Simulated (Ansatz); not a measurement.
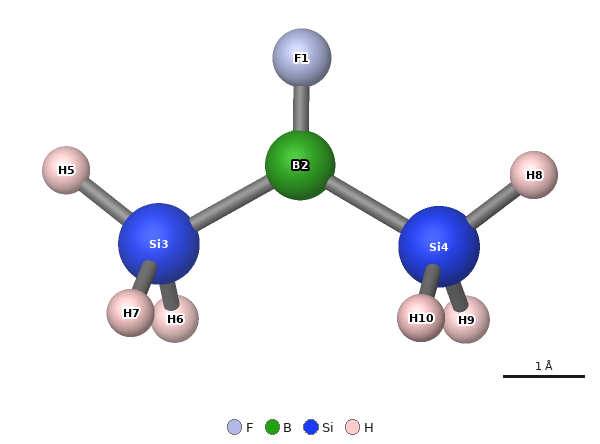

Fig. 1: The starting structure (ball-and-stick view, seen at a tilt; atoms are numbered from 1 in the order of the input).

## BSi2H6F: geometry relaxation

BSi2H6F, computed with RKS PBE0-D4/def2-TZVP (Ansatz 0.2.0).

The geometry: PBE-D4/def2-SVP start. Figures and captions count atoms from 1; the log counts them from 0 in places.

## Input file
```yaml
crystal:
  periodic: [false, false, false]
  atoms:
    - {symbol: F, position_ang: [-1.022278, -1.295350, -1.423961]}
    - {symbol: B, position_ang: [-0.389207, -0.504457, -0.551632]}
    - {symbol: Si, position_ang: [-0.026397, 1.450984, -1.054449]}
    - {symbol: Si, position_ang: [0.191413, -1.277315, 1.257851]}
    - {symbol: H, position_ang: [-0.535725, 1.833567, -2.419187]}
    - {symbol: H, position_ang: [-0.663525, 2.352550, -0.025487]}
    - {symbol: H, position_ang: [1.459539, 1.708573, -0.998360]}
    - {symbol: H, position_ang: [-0.144759, -2.734839, 1.433679]}
    - {symbol: H, position_ang: [-0.466612, -0.488695, 2.363680]}
    - {symbol: H, position_ang: [1.680652, -1.096317, 1.420766]}
basis:
  gaussian: {orbitals: def2-TZVP}
hamiltonian: {xc: pbe0, dispersion: d4}
relax: {f_tol: 0.005, max_steps: 150}
```

Hardware: 2 threads of Arm Neoverse V2, 108 GiB of memory available, shared host.

Launch command:
```bash
ansatz run in.yaml --threads 2 --pin off --events-out ev --progress --plain --max-ram 4352MiB
```

## What the program printed
```
Functional definition: PBE0
  name "PBE0"
  cite "Adamo & Barone, J. Chem. Phys. 110, 6158 (1999) doi:10.1063/1.478522"
  cite "Perdew, Burke & Ernzerhof, Phys. Rev. Lett. 77, 3865 (1996) doi:10.1103/PhysRevLett.77.3865"
  parent pbe
  parameter a = 0.25
  parameter kappa = 0.804
  parameter beta = 0.06672455060314922
  exchange = (1 - a)*pbe_x(kappa = kappa, mu = beta*pi^2/3) + a*exact_x
  correlation = pbe_c(beta = beta)
1125 factors; their error is unknown
mean field evaluation 1: about -19236.6952 eV, gradient 2.6e1 eV
mean field evaluation 2: about -19236.1810 eV, gradient 3.6e1 eV
mean field evaluation 4: about -19237.8873 eV, gradient 1.2e0 eV
mean field evaluation 8: about -19237.9675 eV, gradient 1.9e-1 eV
mean field -19237.96753751 eV, -706.9822670406 hartree, gradient 2.9e-5 eV, S^2 0.000000; 0 other end points of the search recorded, 0 dependent functions left out
the calculation of the forces begins
reference -19237.96757481 eV, -706.9822684116 hartree; 24, 24 occupied and 148, 148 virtual orbitals, 1125 factors
relax step   1: F+E_penalty+E_count = -19238.13168112 eV  Δ(F+E_penalty+E_count) = +0.000e0 eV  max|allowed force component| = 3.367e-1 eV/Å  Δτ_max = 0.0000 Å  (24 SCF iters, accepted)
these checks for a lower state are left out or cut short: starts, cluster_reference, orbital_swaps, neighbouring_geometries, increment
1125 factors; their error is unknown
mean field evaluation 16: about -19237.9092 eV, gradient 1.4e0 eV
mean field -19237.98815357 eV, -706.9830246670 hartree, gradient 9.5e-6 eV, S^2 0.000000; 0 other end points of the search recorded, 0 dependent functions left out
the calculation of the forces begins
reference -19237.98819076 eV, -706.9830260336 hartree; 24, 24 occupied and 148, 148 virtual orbitals, 1125 factors
relax step   2: F+E_penalty+E_count = -19238.15269452 eV  Δ(F+E_penalty+E_count) = -2.101e-2 eV  max|allowed force component| = 1.290e-1 eV/Å  Δτ_max = 0.0240 Å  (30 SCF iters, accepted)
these checks for a lower state are left out or cut short: starts, cluster_reference, orbital_swaps, neighbouring_geometries, increment
1125 factors; their error is unknown
mean field -19237.98946624 eV, -706.9830729068 hartree, gradient 9.4e-6 eV, S^2 0.000000; 0 other end points of the search recorded, 0 dependent functions left out
the calculation of the forces begins
reference -19237.98950344 eV, -706.9830742739 hartree; 24, 24 occupied and 148, 148 virtual orbitals, 1125 factors
relax step   3: F+E_penalty+E_count = -19238.15421228 eV  Δ(F+E_penalty+E_count) = -1.518e-3 eV  max|allowed force component| = 3.238e-2 eV/Å  Δτ_max = 0.0129 Å  (30 SCF iters, accepted)
these checks for a lower state are left out or cut short: starts, cluster_reference, orbital_swaps, neighbouring_geometries, increment
1125 factors; their error is unknown
mean field evaluation 32: about -19237.9897 eV, gradient 1.2e-4 eV
mean field -19237.98967872 eV, -706.9830807153 hartree, gradient 1.3e-5 eV, S^2 0.000000; 0 other end points of the search recorded, 0 dependent functions left out
the calculation of the forces begins
reference -19237.98971591 eV, -706.9830820818 hartree; 24, 24 occupied and 148, 148 virtual orbitals, 1125 factors
relax step   4: F+E_penalty+E_count = -19238.15435560 eV  Δ(F+E_penalty+E_count) = -1.433e-4 eV  max|allowed force component| = 1.016e-2 eV/Å  Δτ_max = 0.0040 Å  (24 SCF iters, accepted)
these checks for a lower state are left out or cut short: starts, cluster_reference, orbital_swaps, neighbouring_geometries, increment
1125 factors; their error is unknown
mean field -19237.98970680 eV, -706.9830817471 hartree, gradient 8.1e-5 eV, S^2 0.000000; 0 other end points of the search recorded, 0 dependent functions left out
the calculation of the forces begins
reference -19237.98974398 eV, -706.9830831136 hartree; 24, 24 occupied and 148, 148 virtual orbitals, 1125 factors
relax step   5: F+E_penalty+E_count = -19238.15436435 eV  Δ(F+E_penalty+E_count) = -8.748e-6 eV  max|allowed force component| = 2.015e-3 eV/Å  Δτ_max = 0.0026 Å  (20 SCF iters, accepted)
```

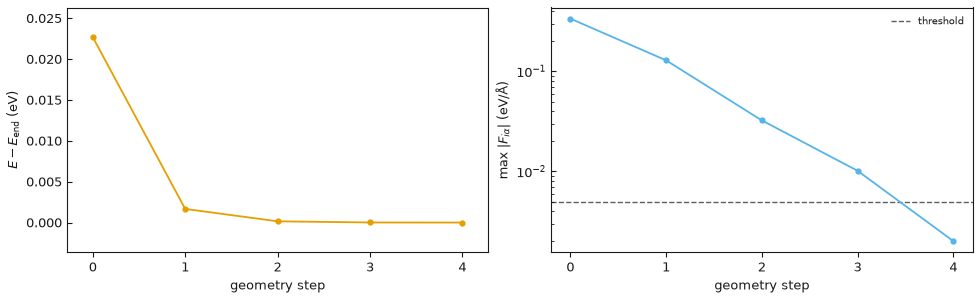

Fig. 2: Progress of the relaxation, step by step (the first geometry is step 0 here and step 1 in the log).

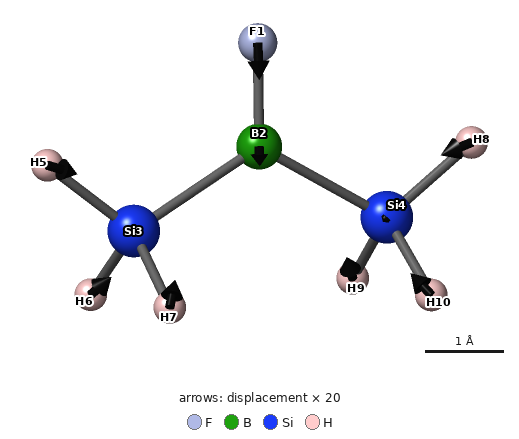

Fig. 3: The starting structure with the displacements as black arrows, magnified 20 times (ball-and-stick view, seen at a tilt). The two geometries are laid on each other by the best rigid fit. Over 4 geometry steps the energy falls by 0.023 eV. Largest force component: 0.34 eV/Å at the start, 0.002 eV/Å at the end. F1 moves most after the best rigid fit: 0.024 Å. By element the largest moves are F 0.024 Å, H 0.024 Å, B 0.013 Å, Si 0.004 Å. Among the contacts that change: Si3–H5 1.506 → 1.488 Å, F1–B2 1.337 → 1.326 Å, B2–Si3 2.051 → 2.045 Å. (Atoms are counted from 1 in the order of the input.)

```
1125 factors; their error is unknown
mean field -19237.98970680 eV, -706.9830817471 hartree, gradient 8.1e-5 eV, S^2 0.000000; 1 other end points of the search recorded, 0 dependent functions left out
the calculation of the forces begins
reference -19237.98974398 eV, -706.9830831136 hartree; 24, 24 occupied and 148, 148 virtual orbitals, 1125 factors
Total energy: -19238.15440153 eV, -706.9891341670 hartree
Atom 0 at    -1.008398    -1.281518    -1.409876 Å, force     0.000770     0.000834     0.000865 eV/Å
Atom 1 at    -0.383058    -0.497049    -0.543262 Å, force     0.000069     0.000046     0.000040 eV/Å
Atom 2 at    -0.025016     1.451002    -1.050750 Å, force    -0.000339    -0.002015    -0.000170 eV/Å
Atom 3 at     0.191800    -1.273386     1.258818 Å, force    -0.000572     0.000113    -0.001883 eV/Å
Atom 4 at    -0.533322     1.821437    -2.399161 Å, force    -0.000180    -0.000033     0.000119 eV/Å
Atom 5 at    -0.658212     2.335198    -0.031810 Å, force    -0.000082     0.000598     0.000538 eV/Å
Atom 6 at     1.444439     1.694759    -1.000745 Å, force     0.000383     0.000078    -0.000239 eV/Å
Atom 7 at    -0.142528    -2.713779     1.424045 Å, force     0.000048     0.000021    -0.000086 eV/Å
Atom 8 at    -0.466108    -0.493545     2.345227 Å, force    -0.000426     0.000226     0.000593 eV/Å
Atom 9 at     1.663503    -1.094417     1.410415 Å, force     0.000328     0.000133     0.000223 eV/Å
Dipole moment:     0.024023     0.029810     0.032883 e Å
```

## Trajectory as extended XYZ (Å, eV, eV/Å), 5 frames, from step=1 to step=5
```
10
Properties=species:S:1:pos:R:3:forces:R:3 step=1 energy=-19238.13168
F    -1.0223   -1.2954   -1.4240    0.2463   0.3090   0.3367
B    -0.3892   -0.5045   -0.5516   -0.1640  -0.2072  -0.2224
Si   -0.0264    1.4510   -1.0544    0.0539   0.2685  -0.0599
Si    0.1914   -1.2773    1.2579    0.0804  -0.0938   0.2505
H    -0.5357    1.8336   -2.4192    0.1042  -0.0864   0.2845
H    -0.6635    2.3525   -0.0255    0.1168  -0.2143  -0.2114
H     1.4595    1.7086   -0.9984   -0.3110  -0.0849  -0.0157
H    -0.1448   -2.7348    1.4337    0.0681   0.3046  -0.0438
H    -0.4666   -0.4887    2.3637    0.1190  -0.1590  -0.2538
H     1.6807   -1.0963    1.4208   -0.3137  -0.0365  -0.0647
10
Properties=species:S:1:pos:R:3:forces:R:3 step=2 energy=-19238.15270
F    -1.0102   -1.2809   -1.4091    0.0752   0.0940   0.1051
B    -0.3816   -0.4944   -0.5403   -0.0899  -0.1158  -0.1290
Si   -0.0257    1.4526   -1.0538    0.0228   0.0545   0.0180
Si    0.1921   -1.2766    1.2598    0.0253   0.0104   0.0543
H    -0.5321    1.8271   -2.4064    0.0238  -0.0282   0.0707
H    -0.6648    2.3351   -0.0306    0.0397  -0.0339  -0.0568
H     1.4484    1.6936   -0.9994   -0.0770   0.0002  -0.0035
H    -0.1426   -2.7208    1.4291    0.0144   0.0764  -0.0168
H    -0.4688   -0.4911    2.3464    0.0415  -0.0457  -0.0466
H     1.6684   -1.0959    1.4071   -0.0759  -0.0118   0.0046
10
Properties=species:S:1:pos:R:3:forces:R:3 step=3 energy=-19238.15421
F    -1.0120   -1.2829   -1.4110    0.0263   0.0302   0.0324
B    -0.3839   -0.4984   -0.5448   -0.0204  -0.0172  -0.0174
Si   -0.0245    1.4493   -1.0486   -0.0042  -0.0012  -0.0136
Si    0.1924   -1.2710    1.2572   -0.0032  -0.0134  -0.0034
H    -0.5308    1.8181   -2.3973   -0.0040   0.0096  -0.0147
H    -0.6592    2.3340   -0.0318   -0.0066   0.0012   0.0088
H     1.4440    1.6949   -0.9961    0.0108  -0.0027   0.0003
H    -0.1428   -2.7104    1.4218   -0.0014  -0.0164   0.0071
H    -0.4637   -0.4916    2.3443   -0.0076   0.0075   0.0035
H     1.6636   -1.0931    1.4092    0.0103   0.0024  -0.0031
10
Properties=species:S:1:pos:R:3:forces:R:3 step=4 energy=-19238.15436
F    -1.0093   -1.2813   -1.4095    0.0006   0.0036   0.0040
B    -0.3839   -0.4967   -0.5428    0.0012  -0.0088  -0.0102
Si   -0.0251    1.4506   -1.0507   -0.0012   0.0035   0.0025
Si    0.1921   -1.2734    1.2583   -0.0011   0.0017   0.0038
H    -0.5313    1.8212   -2.3997   -0.0010  -0.0004  -0.0017
H    -0.6600    2.3345   -0.0327   -0.0007   0.0022   0.0008
H     1.4441    1.6949   -0.9981    0.0019  -0.0006  -0.0005
H    -0.1427   -2.7134    1.4244   -0.0006  -0.0017  -0.0007
H    -0.4646   -0.4928    2.3448   -0.0009   0.0003   0.0023
H     1.6639   -1.0949    1.4090    0.0018   0.0002  -0.0006
10
Properties=species:S:1:pos:R:3:forces:R:3 step=5 energy=-19238.15436
F    -1.0084   -1.2815   -1.4099    0.0008   0.0008   0.0009
B    -0.3831   -0.4970   -0.5433    0.0001   0.0000   0.0000
Si   -0.0250    1.4510   -1.0508   -0.0003  -0.0020  -0.0002
Si    0.1918   -1.2734    1.2588   -0.0006   0.0001  -0.0019
H    -0.5333    1.8214   -2.3992   -0.0002   0.0000   0.0001
H    -0.6582    2.3352   -0.0318   -0.0001   0.0006   0.0005
H     1.4444    1.6948   -1.0007    0.0004   0.0001  -0.0002
H    -0.1425   -2.7138    1.4240    0.0000   0.0000  -0.0001
H    -0.4661   -0.4935    2.3452   -0.0004   0.0002   0.0006
H     1.6635   -1.0944    1.4104    0.0003   0.0001   0.0002
```

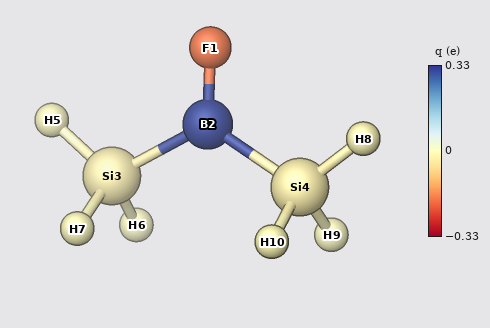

Fig. 4: Mulliken charges, as the colour of each atom (ball-and-stick view, seen at a tilt; atoms are numbered from 1 in the order of the input). By element: F −0.19, B +0.31, Si −0.03 and H −0.01 e.

## Summary

- outcome: converged
- total energy: −19238.1544 eV
- mean-field energy: −19237.9897 eV
- dispersion energy: −0.1647 eV
- SCF solution under orbital rotations: stable
- largest force (length of the vector) at the end: 0.002 eV/Å
- dipole moment: 0.24 D
- wall time: 24 s (CPU time 47 s)
- peak memory: 0.39 GiB
